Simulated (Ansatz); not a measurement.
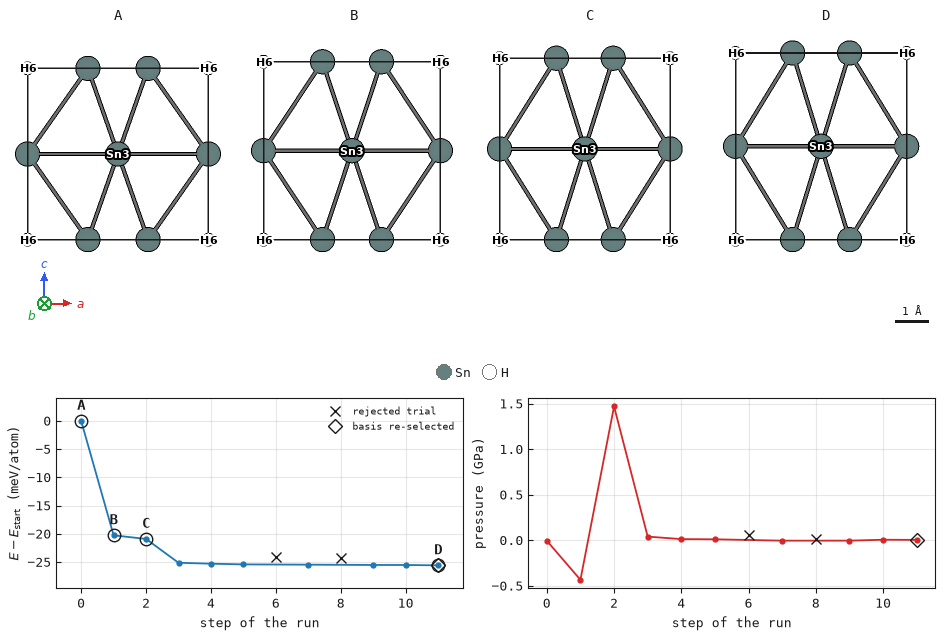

Frames of a relaxation of crystalline Sn$_{5}$H (a generated structure, set up in P6/mmm), marked on the history of the run. The picture is a ball-and-stick view of the cell of the calculation, seen along the b axis.

Method: DFT PBE, scalar-relativistic, plane waves, PAW (Ansatz 0.2.0). Settings: plane-wave cutoff 420 eV; k-point mesh 6 × 6 × 8; occupations gaussian; smearing width 0.1 eV; no spin polarisation; cell and atoms relaxed; force threshold 0.01 eV/Å; at most 80 steps.

Describe the path.

Answer. Over 8 accepted moves (11 points after the start) the energy falls by 25.6 meV per atom. All forces vanish by symmetry, so only the cell relaxes. Pressure: 0.00 GPa at the start and 0.00 GPa at the end. The line search rejected the trial steps at points 6, 8 of the run. At 1 point the geometry stayed and the basis and grid were re-selected for the new cell (energy shift of 0.1 meV per atom at most each time). The atoms keep their places relative to the cell (all moves are under 0.005 Å). The volume changes by −2.5 %, with a = b 6.335 → 5.994 Å (−5.4 %), c 5.196 → 5.663 Å (+9.0 %). Some distances before and after: Sn–Sn 3.168 → 2.997 Å, Sn–Sn 3.177 → 3.318 Å. Among the angles between lasting bonds that change: Sn–Sn–Sn 109.7° → 117.1°, Sn–Sn–Sn 146.5° → 149.8°. The space group stays P6/mmm (No. 191). Cost: 6.1 min on 1 thread of AMD EPYC (Zen 3), on a shared host, peak memory 0.56 GiB. From step 0 to 1: volume −0.7 %, energy −20.3 meV per atom. From step 1 to 2: volume −5.2 %, energy −0.6 meV per atom. From step 2 to 11: volume +3.6 %, energy −4.7 meV per atom.

```csv
step,"E − E(0), meV/atom","pressure, GPa","volume, Å³/atom",note
0,0.00,0.00,30.101,
1,-20.27,-0.43,29.888,
2,-20.91,1.47,28.348,
3,-25.13,0.04,29.347,
4,-25.29,0.01,29.361,
5,-25.42,0.01,29.361,
6,-24.02,0.06,29.342,rejected
7,-25.46,0.00,29.372,
8,-24.26,0.01,29.376,rejected
9,-25.52,0.00,29.372,
10,-25.52,0.01,29.363,
11,-25.58,0.00,29.363,"same geometry, new basis"
```
